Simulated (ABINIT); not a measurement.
# TePb (Fm-3m): G0W0 in ABINIT against the screening cutoff in the self-energy, part 2 of 2

Aim: move the screening cutoff in the self-energy of a G0W0 run on TePb (Fm-3m) over a wide range.

ABINIT 10.8.3; PBE and many-body steps on it, plane waves. Known limits of the many-body steps: not at the basis limit; exchange with frozen shells missing; mesh may overstate the screening; no spin-orbit coupling; coarse k mesh.

So far. Step 5 (3.5 Ha): The gap on the mesh goes from 0.74 eV to 1.05 eV, a correction of +0.31 eV. Step 6 (5 Ha): Against the run before, the gap moves by +0.041 eV.

**7. 7.5 Ha**

Level of this step: G0W0 on PBE, plane waves, norm-conserving pseudopotentials (ABINIT).

The input, run.abi:

```
acell 3*1.0 Angstrom
rprim 
  -0.000000000000 3.231000000000 3.231000000000
  3.231000000000 0.000000000000 3.231000000000
  3.231000000000 3.231000000000 0.000000000000
ntypat 2
znucl 52 82
natom 2
typat 1 2
xred 
  0.500000000000 0.500000000000 0.500000000000
  0.000000000000 0.000000000000 0.000000000000
pp_dirpath "pseudos"
pseudos "Te.upf, Pb.upf"
ecut 34
ngkpt 4 4 4
nshiftk 1
shiftk 0 0 0
kptopt 1
chksymbreak 0
istwfk *1
occopt 1
irdwfk 1
optdriver 4
nband 448
gwcalctyp 0
ecutsigx 34
symsigma 1
nkptgw 2
kptgw 
  0.5000000000 0.0000000000 0.0000000000
  0.0000000000 0.0000000000 0.0000000000
bdgw 
  13 18
  13 18
ecuteps 7.5
irdscr 1
ppmodel 1
indata_prefix "in"
outdata_prefix "out"
tmpdata_prefix "tmp"
```

On the command line:

```bash
OMP_NUM_THREADS=1 mpirun -n 8 abinit run.abi > log
```

What it wrote:

```text
.Version 10.8.3 of ABINIT. v10.8.2 released Aug 2026.

 Symmetries : space group Fm -3 m (#225); Bravais cF (face-center cubic)
[... echo of the input left out ...]
== DATASET  1 ==================================================================
-   mpi_nproc: 8, omp_nthreads: 1 (-1 if OMP is not activated)

--- !DatasetInfo
iteration_state: {dtset: 1, }
dimensions: {natom: 2, nkpt: 8, mband: 448, nsppol: 1, nspinor: 1, nspden: 1, mpw: 4338, }
cutoff_energies: {ecut:  34.0, pawecutdg:  -1.0, }
[...]
Band     E0 <VxcDFT>   SigX SigC(E0)      Z dSigC/dE  Sig(E)    E-E0       E
[...]
17   8.279 -10.803  -7.343  -4.256   0.782  -0.278 -11.426  -0.623   7.656
       18   8.279 -10.803  -7.343  -4.256   0.782  -0.278 -11.426  -0.623   7.656

== END DATASET(S) ==============================================================
================================================================================

 -outvars: echo values of variables after computation  --------
           etotal      0.0000000000E+00
            nband         448
             nkpt           8
          spgroup         225
 [... the other variables as echoed above ...]

 Calculation completed.
```

Elapsed: 63 s, on 8 MPI ranks of Intel Xeon Platinum 8488C (Sapphire Rapids), shared host; peak memory 4.6 GiB; 8.4 min of CPU time.

Numbers from this step:

* G0W0 gap on the points computed: 1.117 eV
* starting gap on the mesh: 0.7358 eV
* k of the valence top: 0.5, 0, 0
* k of the conduction bottom: 0.5, 0, 0
* least direct G0W0 gap on the computed points: 1.117 eV

Against the run before, the gap moves by +0.026 eV.

**8. 10 Ha**

run.abi: that of step 7 with these lines changed.

```diff
@@ -35,3 +35,3 @@
   13 18
-ecuteps 7.5
+ecuteps 10
 irdscr 1
```

What it wrote:

```text
.Version 10.8.3 of ABINIT. v10.8.2 released Aug 2026.

 Symmetries : space group Fm -3 m (#225); Bravais cF (face-center cubic)
[... echo of the input left out ...]
== DATASET  1 ==================================================================
-   mpi_nproc: 8, omp_nthreads: 1 (-1 if OMP is not activated)

--- !DatasetInfo
iteration_state: {dtset: 1, }
dimensions: {natom: 2, nkpt: 8, mband: 448, nsppol: 1, nspinor: 1, nspden: 1, mpw: 4338, }
cutoff_energies: {ecut:  34.0, pawecutdg:  -1.0, }
[...]
Band     E0 <VxcDFT>   SigX SigC(E0)      Z dSigC/dE  Sig(E)    E-E0       E
[...]
17   8.279 -10.803  -7.343  -4.260   0.782  -0.279 -11.428  -0.625   7.654
       18   8.279 -10.803  -7.343  -4.260   0.782  -0.279 -11.428  -0.625   7.654

== END DATASET(S) ==============================================================
================================================================================

 -outvars: echo values of variables after computation  --------
           etotal      0.0000000000E+00
            nband         448
             nkpt           8
          spgroup         225
 [... the other variables as echoed above ...]

 Calculation completed.
```

The job ended after 2.4 min (8 MPI ranks; peak memory 5.8 GiB).

This step gave:

| Item | Value |
| --- | --- |
| G0W0 gap on the points computed | 1.126 eV |
| starting gap on the mesh | 0.7358 eV |
| k of the valence top | 0.5, 0, 0 |
| k of the conduction bottom | 0.5, 0, 0 |
| least direct G0W0 gap on the computed points | 1.126 eV |

Against the run before, the gap moves by +0.009 eV.

**9. The runs together**

Times are wall times on 8 MPI ranks of Intel Xeon Platinum 8488C (Sapphire Rapids), shared host, good to a factor of about two. A run's time includes the screening step that it read.

| run | mesh | bands | screening cutoff (eV) | DFT gap (eV) | gap on the mesh (eV) | direct (eV) | ε∞ used | time |
| --- | --- | --- | --- | --- | --- | --- | --- | --- |
| 1 Ha | 4×4×4 | 448 | 27.2 | 0.736 | 0.801 | 0.801 | 38.74 | 4.3 min |
| 2 Ha | 4×4×4 | 448 | 54.4 | 0.736 | 0.957 | 0.957 | 38.74 | 4.3 min |
| 3.5 Ha | 4×4×4 | 448 | 95.2 | 0.736 | 1.050 | 1.050 | 38.74 | 4.4 min |
| 5 Ha | 4×4×4 | 448 | 136.1 | 0.736 | 1.091 | 1.091 | 38.74 | 4.6 min |
| 7.5 Ha | 4×4×4 | 448 | 204.1 | 0.736 | 1.117 | 1.117 | 38.74 | 5.3 min |
| 10 Ha | 4×4×4 | 448 | 272.1 | 0.736 | 1.126 | 1.126 | 38.74 | 6.6 min |

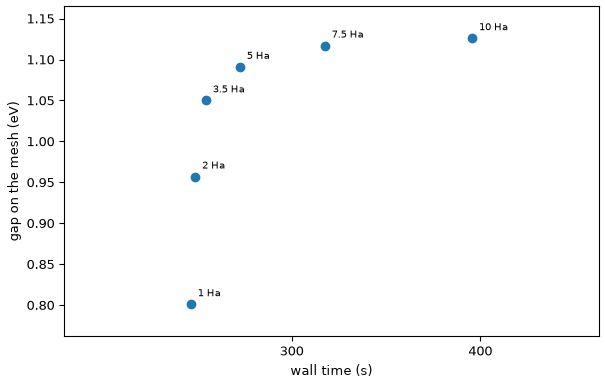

Result against wall time.

**10. What came out**

```json
{"1 Ha": "0.801 eV", "2 Ha": "0.957 eV", "3.5 Ha": "1.050 eV", "5 Ha": "1.091 eV", "7.5 Ha": "1.117 eV", "10 Ha": "1.126 eV", "known limits": "not at the basis limit; model gap, bands may invert with spin-orbit coupling; exchange with frozen shells missing; mesh may overstate the screening; no spin-orbit coupling; coarse k mesh"}
```

The setting moved: screening cutoff in the self-energy. From 1 Ha to 10 Ha the gap moves by +0.32 eV. It holds to 0.03 eV from 7.5 Ha on. Bands and screening cutoff are coupled, so a series along one setting does not show full convergence. Bands and cutoff are finite, so the gap is not at the basis limit. The miss can reach some tenths of an eV and take either sign; the mesh is an error of its own. In the G0W0 runs levels were corrected at 2 k points alone, so a gap called «on the mesh» is the least over those, and an edge elsewhere would be missed. The 4×4×4 mesh is coarse for this cell, which bears on the long-range parts of exchange and screening. Where an edge is built on 6p states of lead, bismuth or thallium, scalar-relativistic gaps usually stand too wide, by a few tenths to over one eV. With atoms this heavy and so narrow a gap, spin-orbit coupling can invert the bands. These scalar-relativistic gaps are then model values, not to be set against experiment, and a spin-orbit change taken from DFT can't simply be added. The norm-conserving file of at least one element keeps a d shell over frozen s and p shells of the same row. Exchange with those shells is missing from the self-energy, an error of 0.3 to 0.9 eV in cases checked, whose sign depends on which edge lies on those atoms. For the PBE start: The RPA ε∞ on this mesh reaches over 25; with a narrow direct gap a coarse mesh can overstate it, and the correction is then too small.

[Paths, hosts, dates, memory and timing lines, banners, echoed tables and standing remarks are left out of the program output.]

[Logs are printed without paths, hosts, clocks, repeated set-up lines and the standing remarks that a program may print on its own settings, such as how far it seeks lower states.]

[Runs of the session that timed out or met a known fault of the program may be left out.]

[Hosts, paths, dates, database ids (printed as entryN), source tags and the programs' standing remarks are cut or masked in the printed files.]

[G0W0 gaps are taken among the corrected bands and points alone; a level outside them can change the order at an edge.]

[Where Ansatz stands beside ABINIT at settings called matched, ABINIT's density can come from a denser mesh and the files from another edition; pairs whose starting gaps differed by over 0.03 eV were left out, so agreement reads better than it is.]
